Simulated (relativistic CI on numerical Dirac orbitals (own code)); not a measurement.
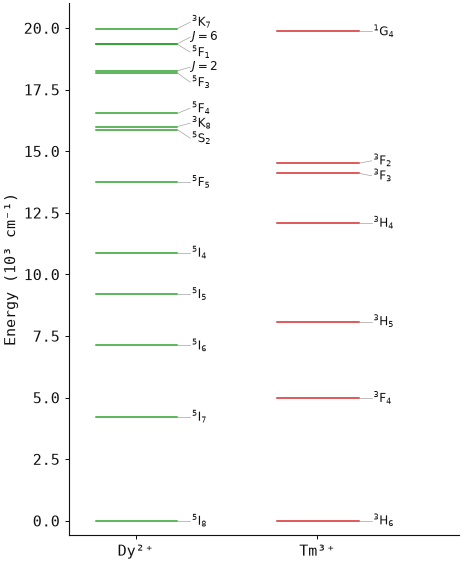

Dieke-type diagram of computed free-ion levels up to 20,000 cm⁻¹. Computed by relativistic configuration interaction, KLI exchange-only orbitals, Breit term, model QED, valence Slater integrals scaled by 0.75 (in-house radial CI code). One f configuration each; labels give the leading LS term, or J alone where it holds under half of the level.

**Give the ground level, the first excited level and the largest gap of each ion.**

Dy²⁺ (4f¹⁰), ground level ⁵I₈, first excited level ⁵I₇ at 4,220 cm⁻¹, largest gap 4,220 cm⁻¹ from ⁵I₈ to ⁵I₇; Tm³⁺ (4f¹²), ground level ³H₆, first excited level ³F₄ at 4,970 cm⁻¹, largest gap 5,360 cm⁻¹ from ³F₂ to ¹G₄.
